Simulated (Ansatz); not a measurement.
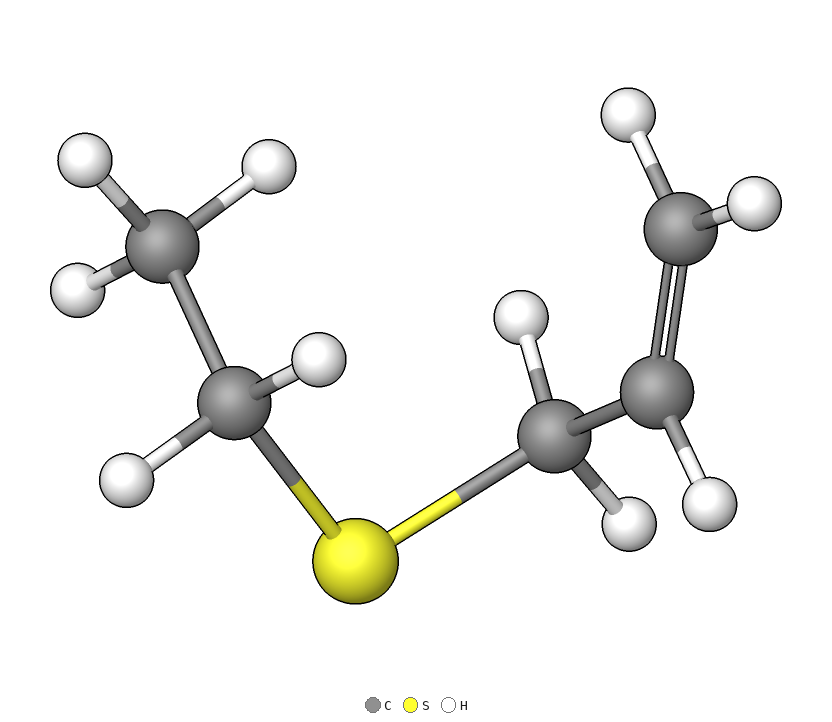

Harmonic vibrations computed with RKS PBE0-D4/def2-TZVP (Ansatz 0.2.0) at a stationary point of the same level.

Minimum or transition state?

Answer. A minimum: no imaginary frequency, and the lowest mode lies at 53 cm⁻¹.

How many vibrational modes are there, and where do they lie?

Answer. 42 modes: 53, 92, 130, 209, 256, 319, 354, 409, 611, 687, 749, 772, 878, 950, 957, 994, 1029, 1055, 1077, 1103, 1231, 1243, 1281, 1301, 1321, 1401, 1435, 1455, 1462, 1483, 1491, 1716, 3048, 3063, 3065, 3108, 3115, 3119, 3139, 3149, 3166, 3240 cm⁻¹.
